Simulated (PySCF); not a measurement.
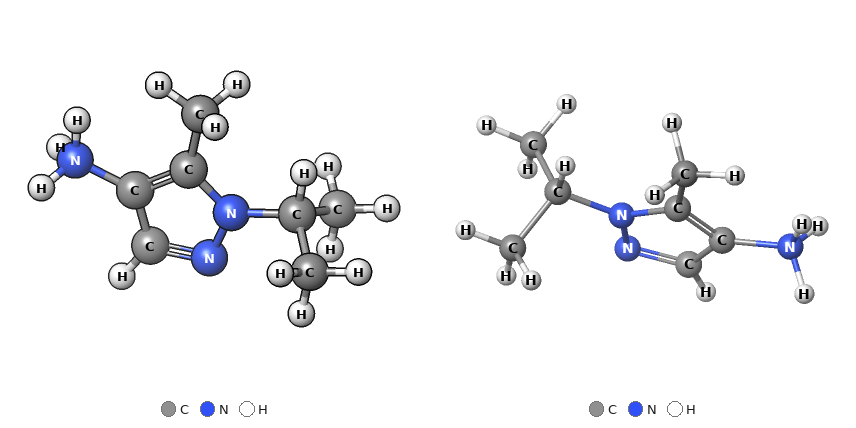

Two views of one molecule.

The species has charge +1 and is a spin singlet.

Question: What is the molecular formula?

Answer: C7H14N3(+), 24 atoms: 7 carbon, 14 hydrogen and 3 nitrogen.

Question: Give a SMILES string for it.

Answer: Cc1c([NH3+])cnn1C(C)C

Question: Does it have rings?

Answer: Independent rings (smallest set): 1 of 5 members, 1 of them aromatic.

Question: Count the bonded pairs by element.

Answer: 11 C–H, 5 C–C, 4 C–N, 3 N–H, 1 N–N.

More results for the same structure follow; atom numbers are the same in all pictures, views and colours differ. The computed structure is the end point of a PBE0-D3(BJ)/def2-SVP optimisation. No frequency run is at hand to confirm it as a minimum.

NMR shielding

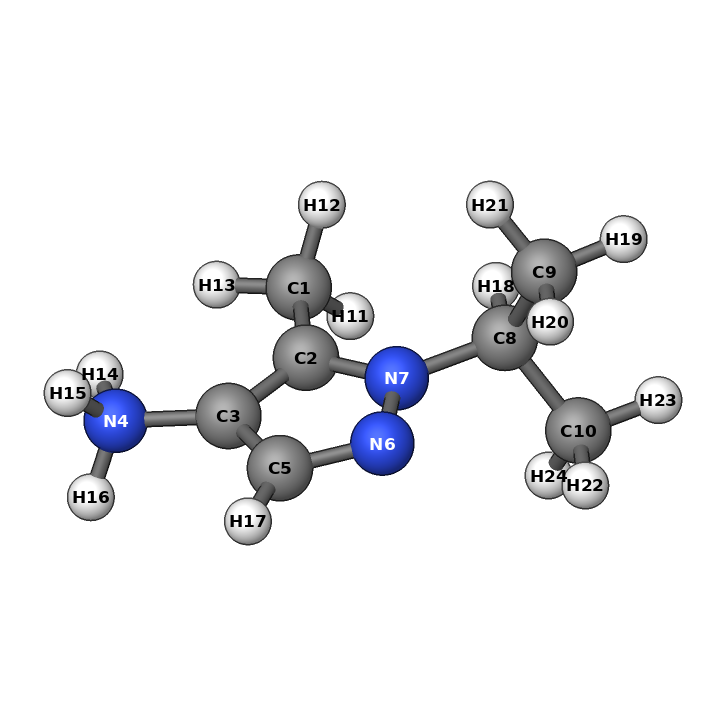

No frequency run is at hand to confirm it as a minimum. Properties computed with GIAO PBE0/pcSseg-1 NMR shielding, non-relativistic, gas phase (PySCF 2.14.0). Principal shieldings σ11 ≤ σ22 ≤ σ33, span Ω = σ33 − σ11, skew κ = 3(σiso − σ22)/Ω.

Question: Which N atom has the most anisotropic shielding?

Answer: N6, with a span of 533 ppm.

Give the shielding tensors of the N atoms.

| atom | σ11 | σ22 | σ33 | σiso | Ω | κ |
| --- | --- | --- | --- | --- | --- | --- |
| N4 | 199.6 | 214.8 | 226.0 | 213.5 | 26.3 | −0.15 |
| N6 | −340.5 | −103.7 | 192.3 | −84.0 | 532.9 | 0.11 |
| N7 | −96.1 | −20.5 | 119.9 | 1.1 | 216.1 | 0.30 |

Shieldings and span in ppm.

Quadrupole coupling

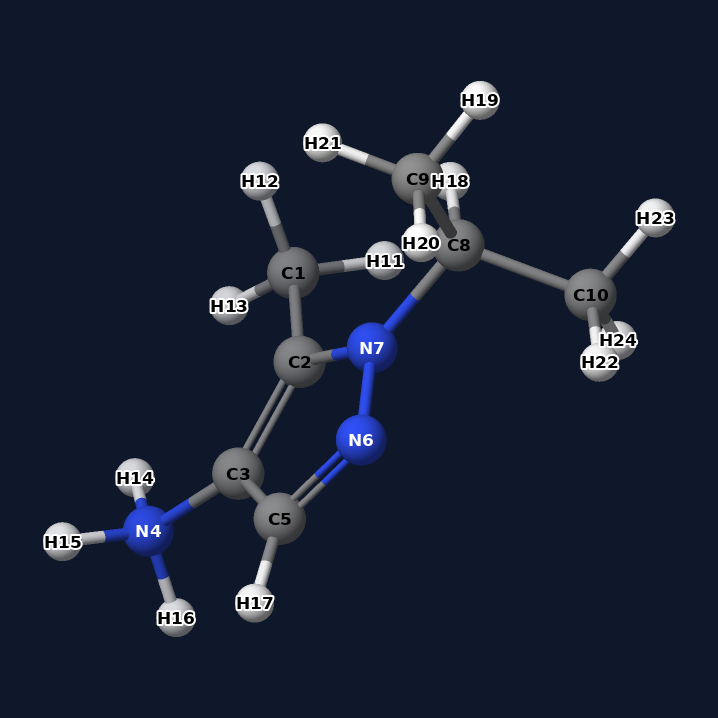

No frequency run is at hand to confirm it as a minimum. Electric field gradients from the ground-state density, PBE0/pcSseg-1 (PySCF 2.14.0), non-relativistic apart from any core potentials.

Give the largest field-gradient component, the quadrupole coupling constant and the asymmetry for 14N at N4 (Q = 20.44 mb), 14N at N6 (Q = 20.44 mb), 14N at N7 (Q = 20.44 mb), 2H at H11 (Q = 2.86 mb), 2H at H12 (Q = 2.86 mb), 2H at H13 (Q = 2.86 mb), 2H at H14 (Q = 2.86 mb).

```
atom  V_zz (a.u.)  e²qQ/h (MHz)     η
  N4        0.041         0.197  0.02
  N6       −1.033         −4.96  0.50
  N7       −0.595         −2.86  0.61
 H11        0.284         0.191  0.03
 H12        0.284         0.191  0.03
 H13        0.294         0.197  0.08
 H14        0.327         0.220  0.01
```

Electronic properties

No frequency run is at hand to confirm it as a minimum. Properties computed with B3LYP/def2-SVPD, gas phase (PySCF 2.14.0). Excitations: vertical, linear response.

Predict the main results.

- HOMO energy (Kohn–Sham orbital): −11.04 eV
- LUMO energy (Kohn–Sham orbital): −5.10 eV
- HOMO–LUMO gap: 5.94 eV
- mean static polarisability: 101.1 bohr³
- lowest vertical singlet excitation: 5.14 eV
- its oscillator strength: 0.000
- brightest of the 10 lowest singlets: 7.03 eV
- its oscillator strength: 0.28
